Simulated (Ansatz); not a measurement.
# One shape, several levels: GeCl2 (SMILES Cl[Ge]Cl)

Wanted: a comparison of 6 runs (HF/STO-3G, HF/aug-cc-pVDZ, HSE06/aug-cc-pVDZ, wB97M-V/aug-cc-pVDZ, wB97X/aug-cc-pVDZ, MP2/aug-cc-pVDZ) of GeCl2. 

The calculation is run with Ansatz 0.2.0.

36 further runs of the same task are left out: 36 set aside as unsound or not needed.

## Step 1: The molecule

GeCl2: 3 atoms, total charge 0, spin state singlet. As SMILES, `Cl[Ge]Cl`. The Cl1–Ge2 distance was set to 3.927 Å, away from the relaxed value. At this shape a bond of the SMILES string is far longer than usual.

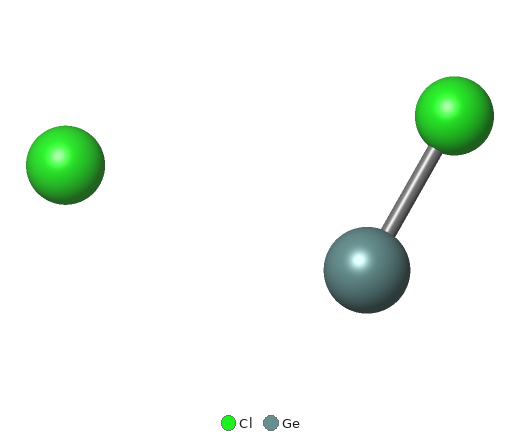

Viewed from a chosen angle; chlorine green, germanium teal.

## Step 2: A single-point energy at HF/STO-3G (run 1)

input.yaml

```yaml
crystal:
  periodic: [false, false, false]
  atoms:
    - symbol: Cl
      position_ang: [0.219208, -3.080741, 1.426534]
    - symbol: Ge
      position_ang: [-0.421210, 0.067170, -0.832020]
    - symbol: Cl
      position_ang: [0.486630, 1.614500, 0.409270]
basis:
  gaussian: {orbitals: STO-3G}
output: {orbitals: {seedname: orbitals}}
hamiltonian: {xc: hf}
accuracy: high
```

Launch:

```bash
$ ansatz run input.yaml --threads 1 --pin off --max-ram 3480MiB --events-out events.jsonl --progress --plain --runs-dir runs
```

What it wrote:

```text
Warning: RAYON_NUM_THREADS=1 ignored (pool sized by the plan → 1); use --threads N
Functional definition: HF
  name "HF"
  exchange = exact_x
  correlation = 0
516 factors; integrals over basis functions are off by at most 5.6e-9 eV
mean field evaluation 1: about -80564.8071 eV, gradient 1.4e1 eV
mean field evaluation 2: about -80564.8364 eV, gradient 1.4e1 eV
mean field evaluation 4: about -80566.7617 eV, gradient 3.7e0 eV
mean field evaluation 8: about -80567.2569 eV, gradient 2.7e-1 eV
mean field evaluation 16: about -80561.5521 eV, gradient 2.7e1 eV
mean field evaluation 32: about -80567.2018 eV, gradient 1.9e0 eV
mean field -80567.25609298 eV, -2960.7920509695 hartree, gradient 6.6e-8 eV, S^2 0.000000; 0 other end points of the search recorded, 0 dependent functions left out
reference -80567.25609298 eV, -2960.7920509695 hartree; 33, 33 occupied and 3, 3 virtual orbitals, 516 factors
Total energy: -80567.25609298 eV, -2960.7920509695 hartree
```

It took 0.32 s on 1 thread of Arm Neoverse V2, shared host.

## Step 3: The energy at HF/aug-cc-pVDZ (run 2)

molecule.yaml

```yaml
crystal:
  periodic: [false, false, false]
  atoms:
    - {symbol: Cl, position_ang: [0.219208, -3.080741, 1.426534]}
    - {symbol: Ge, position_ang: [-0.421210, 0.067170, -0.832020]}
    - {symbol: Cl, position_ang: [0.486630, 1.614500, 0.409270]}
basis:
  gaussian:
    orbitals: aug-cc-pVDZ
hamiltonian:
  xc: hf
accuracy: high
output:
  orbitals: {seedname: orbitals}
```

Launch:

```bash
$ ansatz run molecule.yaml --threads 1 --pin off --max-ram 3480MiB --events-out events.jsonl --progress --plain --runs-dir runs
```

What it wrote:

```text
Warning: RAYON_NUM_THREADS=1 ignored (pool sized by the plan → 1); use --threads N
[... 4 set-up lines as earlier in the session ...]
1699 factors; integrals over basis functions are off by at most 4.5e-9 eV
mean field evaluation 1: about -81476.7368 eV, gradient 2.4e1 eV
mean field evaluation 2: about -81476.8098 eV, gradient 2.5e1 eV
mean field evaluation 4: about -81479.4110 eV, gradient 1.8e0 eV
mean field evaluation 8: about -81479.4631 eV, gradient 2.5e-1 eV
mean field evaluation 16: about -81479.4643 eV, gradient 7.6e-7 eV
mean field -81479.46426517 eV, -2994.3150829804 hartree, gradient 3.4e-8 eV, S^2 0.000000; 0 other end points of the search recorded, 0 dependent functions left out
reference -81479.46426517 eV, -2994.3150829804 hartree; 33, 33 occupied and 57, 57 virtual orbitals, 1699 factors
Total energy: -81479.46426517 eV, -2994.3150829804 hartree
```

It took 3.3 s on 1 thread of Arm Neoverse V2, shared host; peak memory 0.26 GiB.

Runs 3 to 4 aren't shown in full; the table further down has their settings and results.

## Step 4: The energy at wB97X/aug-cc-pVDZ (run 5)

input.yaml

```yaml
crystal:
  periodic: [false, false, false]
  atoms:
    - {symbol: Cl, position_ang: [0.219208, -3.080741, 1.426534]}
    - {symbol: Ge, position_ang: [-0.421210, 0.067170, -0.832020]}
    - {symbol: Cl, position_ang: [0.486630, 1.614500, 0.409270]}
basis:
  gaussian: {orbitals: aug-cc-pVDZ}
accuracy: high
output: {orbitals: {seedname: orbitals}}
hamiltonian: {xc: {name: wB97X}}
```

Launch:

```bash
$ ansatz run input.yaml --threads 1 --pin off --max-ram 3480MiB --events-out events.jsonl --progress --plain --runs-dir runs
```

What it wrote (excerpt; [...] marks lines left out):

```text
Warning: RAYON_NUM_THREADS=1 ignored (pool sized by the plan → 1); use --threads N
Functional definition: wB97X
  name "wB97X"
[...]
      + exact_x_lr(omega)
[...]
      + integral(e_c_pw_opposite_spin*poly(b97_u_opposite, 1, cos1, cos2, cos3, cos4))
1699 factors; integrals over basis functions are off by at most 4.5e-9 eV
469 factors; integrals over basis functions are off by at most 1.6e-9 eV
[...]
mean field -81562.96029702 eV, -2997.3835055554 hartree, gradient 2.9e-8 eV, S^2 0.000000; 0 other end points of the search recorded, 0 dependent functions left out
reference -81562.96029218 eV, -2997.3835053774 hartree; 33, 33 occupied and 57, 57 virtual orbitals, 1699 factors
Total energy: -81562.96029218 eV, -2997.3835053774 hartree
```

It took 33 s on 1 thread of Arm Neoverse V2, shared host; peak memory 0.51 GiB.

## Step 5: A single-point energy at MP2/aug-cc-pVDZ (run 6)

input.yaml: that of step 4 with these lines changed.

```diff
@@ -8,4 +8,3 @@
   gaussian: {orbitals: aug-cc-pVDZ}
+correlation: {method: mp2, frozen_orbitals: {Cl: 5, Ge: 9}}
 accuracy: high
-output: {orbitals: {seedname: orbitals}}
-hamiltonian: {xc: {name: wB97X}}
```

Launch:

```bash
$ ansatz run input.yaml --threads 1 --pin off --max-ram 3480MiB --events-out events.jsonl --progress --plain --runs-dir runs
```

What it wrote:

```text
Warning: RAYON_NUM_THREADS=1 ignored (pool sized by the plan → 1); use --threads N
[... 4 set-up lines as earlier in the session ...]
1699 factors; integrals over basis functions are off by at most 4.5e-9 eV
mean field evaluation 1: about -81476.7368 eV, gradient 2.4e1 eV
mean field evaluation 2: about -81476.8098 eV, gradient 2.5e1 eV
mean field evaluation 4: about -81479.4110 eV, gradient 1.8e0 eV
mean field evaluation 8: about -81479.4631 eV, gradient 2.5e-1 eV
mean field evaluation 16: about -81479.4643 eV, gradient 7.6e-7 eV
mean field -81479.46426517 eV, -2994.3150829804 hartree, gradient 3.4e-8 eV, S^2 0.000000; 0 other end points of the search recorded, 0 dependent functions left out; unrestricted orbitals would lower it
19 core orbitals not correlated: weight in the atoms' cores, before any rotation towards them, 1.000 or more for the frozen orbitals, at most 0.000 for the correlated occupied ones
reference -81479.46426517 eV, -2994.3150829804 hartree; 14, 14 occupied and 57, 57 virtual orbitals, 1699 factors
second order -10.51227350 eV of doubles, -0.00000000 eV of singles
Total energy: -81489.97653867 eV, -2994.7014019060 hartree
```

Run time: 4.5 s. Hardware: 1 thread of Arm Neoverse V2, shared host; peak memory 0.3 GiB.

## Step 6: The series

```
run                level  frozen core orbitals   energy (Eh)  HOMO energy (eV)  LUMO energy (eV)  HOMO–LUMO gap (eV)  wall time
  1            HF/STO-3G                     –  -2960.792051             -4.68              0.21                4.88     0.32 s
  2       HF/aug-cc-pVDZ                     –  -2994.315083             -8.55             -2.63                5.92      3.3 s
  3    HSE06/aug-cc-pVDZ                     –  -2996.780391             -6.22             -5.35                0.87       17 s
  4  wB97M-V/aug-cc-pVDZ                     –  -2997.197225             -8.42             -3.35                5.08       75 s
  5    wB97X/aug-cc-pVDZ                     –  -2997.383505             -8.54             -3.35                5.19       33 s
  6      MP2/aug-cc-pVDZ                    19  -2994.701402                 –                 –                   –      4.5 s
```

## Step 7: What came out

| quantity | value |
| --- | --- |
| run 6: total energy | -2994.70140 Eh |
| run 6: correlation energy (19 core orbitals frozen) | -386.3 mEh |

Over runs 1, 2, 3, 4, 5 the HOMO–LUMO gap runs from 0.87 eV (HSE06/aug-cc-pVDZ) to 5.92 eV (HF/aug-cc-pVDZ). Exact exchange widens orbital gaps. Totals of different functionals can't be ranked against each other. In run 6 the log says that unrestricted orbitals would lower the reference, so the values rest on an unstable closed-shell determinant (other closed-shell runs at this shape may share the fault). In run 1 the basis is minimal, so the values are rough. In runs 1, 2, 3, 4, 5, 6 a closed-shell determinant meets a far-stretched bond, which it describes badly. All runs together took 2.2 min, the longest 75 s.
